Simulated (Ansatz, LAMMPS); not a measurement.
# Glassy 63SiO2-14B2O3-11Na2O-11CaO (mol %) (111 atoms) under strain: runs compared

How stiff is glassy 63SiO2-14B2O3-11Na2O-11CaO (mol %) (111 atoms), and how do its levels respond to strain?

Computed with Ansatz 0.2.0: Kohn-Sham DFT, RPBE, PAW (set soft_2), plane waves.

## Step 1: The cell as built

The cell holds 111 atoms: 22 Si, 10 B, 8 Na, 4 Ca and 67 O. Cell: a = 11.109 Å, b = 11.109 Å, c = 11.109 Å, α = 90.0°, β = 90.0°, γ = 90.0°. 111 atoms (22 Si, 10 B, 8 Na, 4 Ca, 67 O) placed at random at 2.33 g/cm³, melted at 3000 K for 20 ps at fixed volume with the Buckingham and Coulomb pair potential of Guillot and Sator (Geochim. Cosmochim. Acta 71, 1249 (2007)) with the boron terms of Wang et al. (J. Non-Cryst. Solids 498, 294 (2018)). Quenched from 3000 K to 300 K at 100 K/ps and fixed volume, held 10 ps at zero pressure.

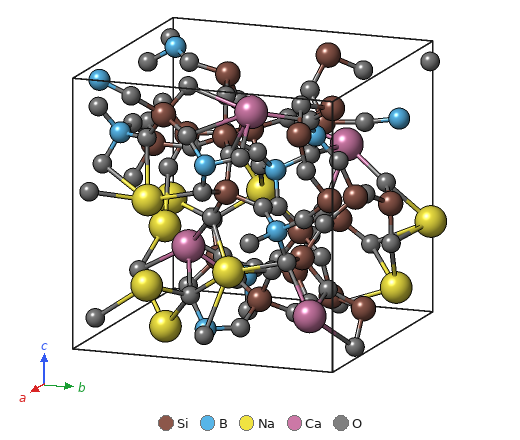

The cell as built. Bonds to atoms that aren't drawn are left out. Some periodic images of atoms are drawn too.

What the set-up can't give: The quench rate of 100 K/ps far exceeds what a furnace or splat quench reaches, so expect more defects and frozen-in strain than in a real sample. The starting topology of bonds comes from the classical model, and needn't be the one that DFT or experiment would give. Sampling is at Γ alone.

## Step 2: The reference run

The reference is a single point at the end of the relaxation.

Every strained cell starts from the geometry of this run, and its atoms are relaxed with the cell held.

Its input, with most atom lines left out:

```yaml
crystal:
  lattice:
    - [11.58359, -0.19402, 0.06003]
    - [-0.19402, 10.90202, -0.06671]
    - [0.06003, -0.06671, 11.40273]
  atoms:
    - { symbol: Si, position: [0.03718, 0.66885, 0.31457] }
    - { symbol: Si, position: [0.24495, 0.93165, 0.44724] }
    - { symbol: Si, position: [0.57538, 0.95318, 0.13805] }
    - { symbol: Si, position: [0.16966, 0.25398, 0.15376] }
    - { symbol: Si, position: [0.84585, 0.2857, 0.88089] }
    - { symbol: Si, position: [0.38477, 0.75519, 0.13155] }
    - { symbol: Si, position: [0.01553, 0.48978, 0.09968] }
    [... atom lines 8 to 111 left out ...]
kpoints:
  mp_grid: { grid: [1, 1, 1] }
hamiltonian:
  xc: rpbe
scf:
  occupations: { method: fermi_dirac, width: 0.05 }
output:
  forces: true
  stress: true
  populations: true
  dos:
    method: { smearing: { sigma: 0.08 } }
    de: 0.1
    projected: { site_lists: { B: [B], Ca: [Ca], Na: [Na], O: [O], Si: [Si] } }
  eigenvalues: true
  write_density: true
  write_potential: true
  volumetric_format: npy
  elf: true
```

- free energy per atom: -658.3460 eV/atom
- r.m.s. force component: 0.00588 eV/Å
- pressure: 0.01521 GPa

Filled and empty levels are parted by 3.33 eV (at Γ alone); a semilocal functional tends to put such gaps too low. In a disordered cell it changes from sample to sample, and tail or defect levels can set it.

## Step 3: The runs

Each row is one run, on 4 threads of AMD EPYC 9R45, shared host. The free energy is the program's total, comparable only between runs with the same functional, potentials and atoms.

```tsv
run	atoms	outcome	ionic steps, all passes	free energy (eV)	time	host memory (GiB)
Single point at the start	111	converged	-	-73065.233	6.4 s	2.0
Cell and atoms relaxed	111	converged	27	-73076.403	2.7 min	2.2
Single point at the relaxed geometry	111	converged	-	-73076.403	9.7 s	2.1
Volume -3 %	111	converged	10	-73076.147	59 s	2.1
Volume +3 %	111	converged	7	-73076.179	52 s	2.2
Volume -6 %	111	converged	11	-73075.383	72 s	2.0
Volume +6 %	111	converged	13	-73075.551	87 s	2.3
Volume -10 %	111	converged	17	-73073.478	1.7 min	2.0
Stretched by 1 % along x	111	converged	7	-73076.347	39 s	2.2
Compressed by 1 % along x	111	converged	4	-73076.334	24 s	2.1
Sheared by 2 % in xy	111	converged	6	-73076.329	37 s	2.1
```

In some runs the program notes that the exchange-correlation potential is rough where the density is thin and the SCF threshold is loose for the stress.

## Step 4: Pressure against volume

Atoms are relaxed at each volume, in the scaled cell.

```tsv
volume change (%)	volume (Å³/atom)	energy change (meV/atom)	pressure (GPa)	largest move on relaxing (Å)	bonds	gap (eV)
-10	11.671	26.34	6.83	0.45	-	3.63
-6	12.190	9.19	3.89	0.30	-	3.51
-3	12.579	2.31	1.91	0.17	-	3.40
+0	12.968	0.00	0.02	-	-	3.33
+3	13.357	2.02	-1.72	0.13	-	3.25
+6	13.746	7.67	-3.10	0.49	-	3.13
```

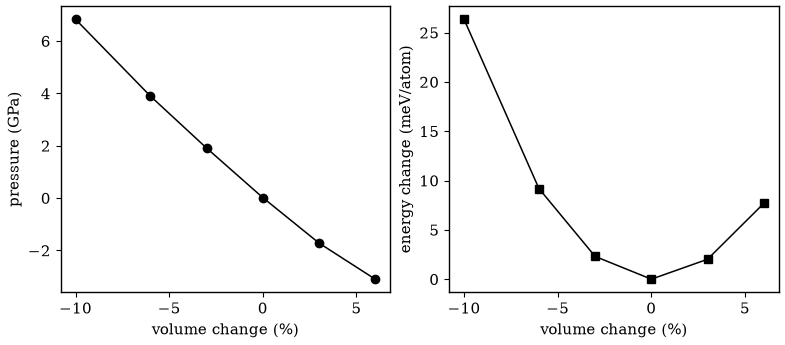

Pressure and energy against volume.

## Step 5: Uniaxial strain and shear

Stress (GPa, compression positive) less that of the relaxed cell, atoms relaxed:

```tsv
strain	xx	yy	zz	xy	energy change (meV/atom)
stretched by 1 % along x	-1.374	-0.323	-0.336	-0.005	0.50
compressed by 1 % along x	1.418	0.339	0.356	-0.018	0.62
sheared by 2 % in xy	-0.009	0.096	0.050	-0.800	0.66
```

## Step 6: What came out

The bulk modulus, from the slope of pressure against ln V over the three points nearest the relaxed volume, is 60.4 GPa; a quadratic over all points gives a pressure derivative of about 2.1. The gap goes from 3.63 eV at the smallest volume to 3.13 eV at the largest, -2.9 eV per unit of ln V by a straight line, on the run's k-points. In the Cartesian axes of the cell, finite differences give C11 = 140, C12 = 33.1, C13 = 34.6 and C66 = 40.0 GPa (the shear of 2 % is the engineering strain, εxy = 0.01). The mean of C11, C12 and C13, which equals the bulk modulus in a cubic or isotropic solid, is 69.1 GPa: it lies 14 % over the bulk modulus from the volumes. For an isotropic solid C66 would equal (C11 − C12)/2 = 53.2 GPa; so small a sample needn't be isotropic, and C66 rests on one shear. With the bulk modulus and C66 as K and G, Young's modulus would be about 98 GPa and Poisson's ratio 0.23.

Caveats: Strains are finite and relaxations stop at the force tolerance of the input, which can leave moduli too stiff; they are those of a static cell at zero temperature. Volumes are changed with the cell's shape held, so in an anisotropic solid the modulus lies over the one under free hydrostatic load. The program notes that the SCF threshold of the relaxations is loose for the stress.

The DFT runs together took 11 min of wall time.

[Logs are printed without paths, hosts, clocks, repeated set-up lines and the standing remarks that a program may print on its own settings, such as how far it seeks lower states.]

[Hosts, paths, dates, database ids (printed as entryN), source tags and the programs' standing remarks are cut or masked in the printed files.]
